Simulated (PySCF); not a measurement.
## Excited-state calculation of C4H9B2GeN

- system: C4H9B2GeN
- method: TDDFT wB97X-D/def2-SVPD, vertical, gas phase, core orbitals frozen in the response (PySCF 2.14.0)

The geometry comes from this level: GFN2-xTB. It belongs to a series of runs on one base structure; here: C replaced by Ge.

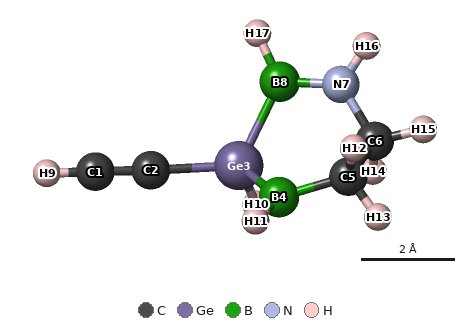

**Figure 1.** The input geometry (ball-and-stick view, seen at a tilt; atoms are numbered from 1 in the order of the input). Sticks mark near contacts.

Key numbers:

```json
{"quantity": "outcome", "value": "converged"}
{"quantity": "total energy", "value": "−2338.773381 hartree"}
{"quantity": "HOMO", "value": "−8.74 eV"}
{"quantity": "LUMO", "value": "−0.04 eV"}
{"quantity": "dipole moment", "value": "3.48 D"}
{"quantity": "mean polarisability", "value": "107.65 a.u."}
{"quantity": "lowest singlet excitation", "value": "3.98 eV"}
{"quantity": "hardware", "value": "1 CPU thread, shared host"}
{"quantity": "wall time", "value": "2.6 min"}
{"quantity": "peak memory", "value": "1.1 GiB"}
```

Spin–orbit coupling is left out, which matters for the heavy atoms.

The input:
```
{"job": {"kind": "uv", "xc": "wB97X-D", "basis": "def2-SVPD", "nstates": 8, "ntriplets": 3}, "charge": 0, "multiplicity": 1}
C      4.145730     0.112778    -0.156850
C      2.991810     0.103791     0.183997
Ge     1.136092     0.092922     0.636409
B      0.060712    -1.428776    -0.108664
C     -1.493730    -1.188359    -0.022378
C     -1.919369     0.097398     0.709217
N     -1.381482     1.300891     0.090684
B     -0.041971     1.601102    -0.017517
H      5.159539     0.118242    -0.442709
H      1.194164     0.035138     2.150381
H      0.440108    -2.344620    -0.731336
H     -1.917368    -1.171292    -1.033114
H     -1.979717    -2.035078     0.472938
H     -1.563172     0.041043     1.745383
H     -3.010786     0.170748     0.735947
H     -2.094144     1.912453    -0.278656
H      0.266587     2.593649    -0.557083
```

The first line tells a small driver script what to run in PySCF; the rest is the geometry in Å.

Command:
```bash
OMP_NUM_THREADS=1 python <driver script> task.json out
```

The program's output:
```
coarse grid: 65864 points
cycle   1  E = -2338.7127598262  dE =  5.769e-01  |g| = 5.175e-01  |ddm| = 8.318e+00
cycle   2  E = -2338.7447303428  dE = -3.197e-02  |g| = 4.351e-01  |ddm| = 1.935e+00
cycle   3  E = -2338.7730320196  dE = -2.830e-02  |g| = 5.611e-02  |ddm| = 9.810e-01
cycle   4  E = -2338.7736467314  dE = -6.147e-04  |g| = 2.704e-02  |ddm| = 2.589e-01
cycle   5  E = -2338.7738299445  dE = -1.832e-04  |g| = 8.856e-03  |ddm| = 7.742e-02
cycle   6  E = -2338.7738484661  dE = -1.852e-05  |g| = 3.143e-03  |ddm| = 2.418e-02
cycle   7  E = -2338.7738515467  dE = -3.081e-06  |g| = 1.128e-03  |ddm| = 9.440e-03
final grid: 139632 points
cycle   8  E = -2338.7733803987  dE = -1.618e-06  |g| = 1.515e-03  |ddm| = 1.886e-02
cycle   9  E = -2338.7733800776  dE =  3.211e-07  |g| = 1.948e-03  |ddm| = 6.257e-03
cycle  10  E = -2338.7733809365  dE = -8.589e-07  |g| = 1.941e-04  |ddm| = 2.949e-03
cycle  11  E = -2338.7733809457  dE = -9.153e-09  |g| = 7.325e-05  |ddm| = 4.104e-04
cycle  12  E = -2338.7733809478  dE = -2.180e-09  |g| = 2.478e-05  |ddm| = 2.972e-04
cycle  13  E = -2338.7733809481  dE = -2.697e-10  |g| = 7.281e-06  |ddm| = 8.139e-05
```

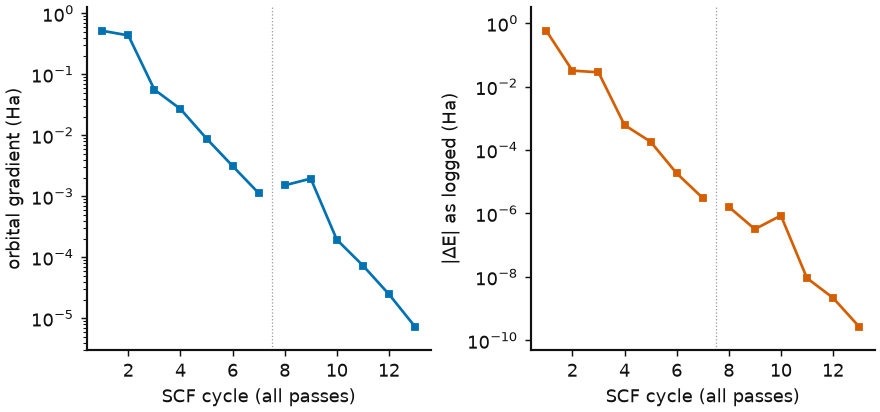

**Figure 2.** Convergence of the self-consistent field: orbital gradient and size of the energy change against the SCF cycle. The dotted line marks the change from a coarse to the final integration grid. The first 7 cycles use a coarse grid, the final grid takes over at cycle 8, and the field converges after 13 cycles in all.

```
converged SCF energy = -2338.7733809481

Static polarisability (au): isotropic 107.646, principal 84.312 99.060 139.566

Singlet excitations
state   eV       nm        f      main configurations
  1   3.9840    311.2   0.01206   H->L 0.86
  2   5.3330    232.5   0.01490   H-1->L 0.56, H-4->L 0.23
  3   5.6993    217.5   0.00752   H->L+1 0.42, H-2->L 0.29, H-5->L 0.12
  4   5.7687    214.9   0.00835   H-2->L 0.33, H->L+1 0.32, H-1->L 0.17
  5   5.9238    209.3   0.01281   H-5->L 0.27, H-4->L 0.26, H-3->L 0.18
  6   6.1699    201.0   0.00067   H-3->L 0.38, H-2->L 0.10
  7   6.4427    192.4   0.00175   H-1->L+5 0.35, H-3->L 0.15
  8   6.4929    191.0   0.00764   H->L+5 0.22, H-5->L 0.15, H-4->L 0.09

Triplet excitations (Tamm-Dancoff, eV): 3.3444 4.7140 5.1846
```

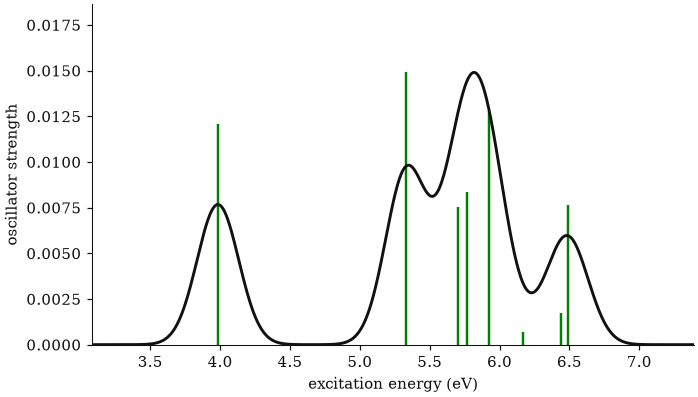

**Figure 3.** Computed excitations as sticks (degenerate states added up, dark ones marked on the axis), with a Gaussian envelope of 0.35 eV full width at half maximum, scaled to the tallest. Of the 8 states the lowest lies at 3.98 eV (f = 0.012); the strongest line is at 5.33 eV, or 232 nm (f = 0.015).

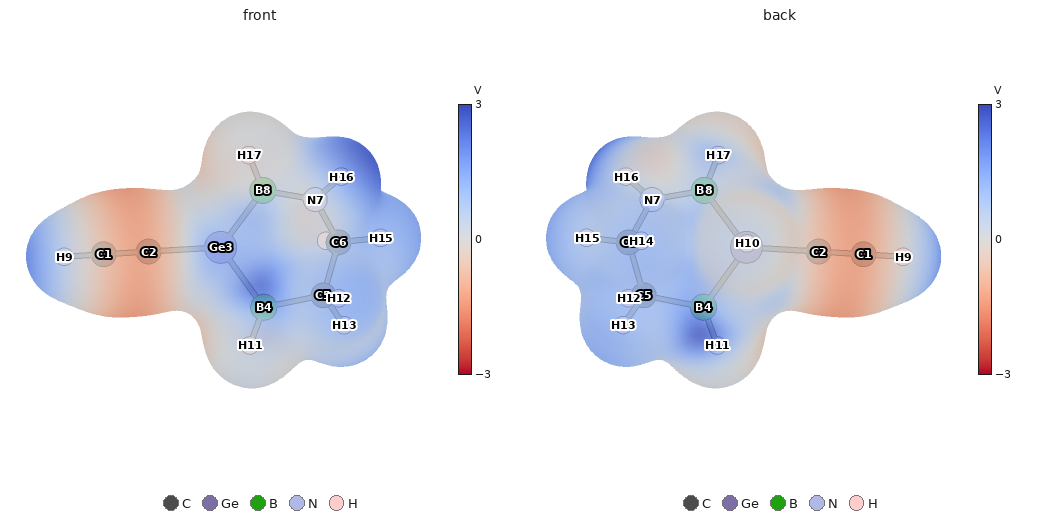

**Figure 4.** The molecular electrostatic potential painted on the density surface at 0.004 e/bohr³, seen face on and from behind; red is negative and blue positive. A positive charge is drawn to the negative regions and a negative charge to the positive ones.

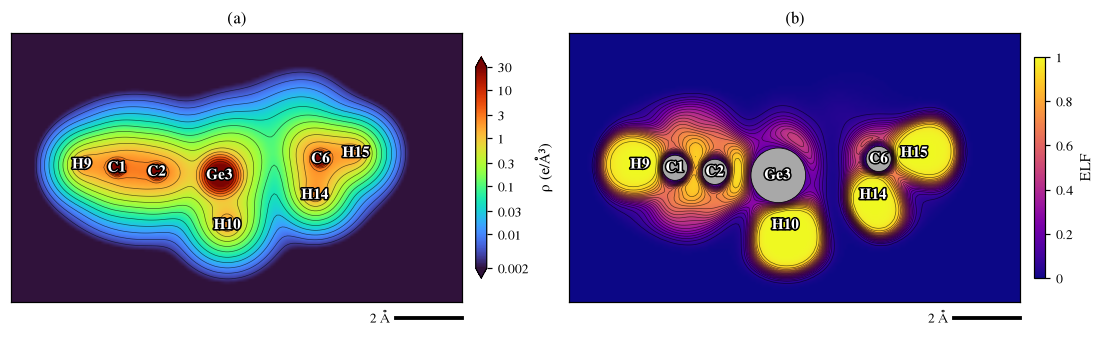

**Figure 5.** (a) total electron density; (b) ELF on the plane of atoms C2, Ge3 and H10. Grey discs, where drawn, cover atomic cores. The section cuts through C, Ge and H sites. C–Ge (1.91 Å): ρ at the midpoint is about 0.88 e/Å³; the ELF peaks at about 0.95 in the valence shell of C, 0.7 Å from its nucleus, and is about 0.65 at the midpoint.
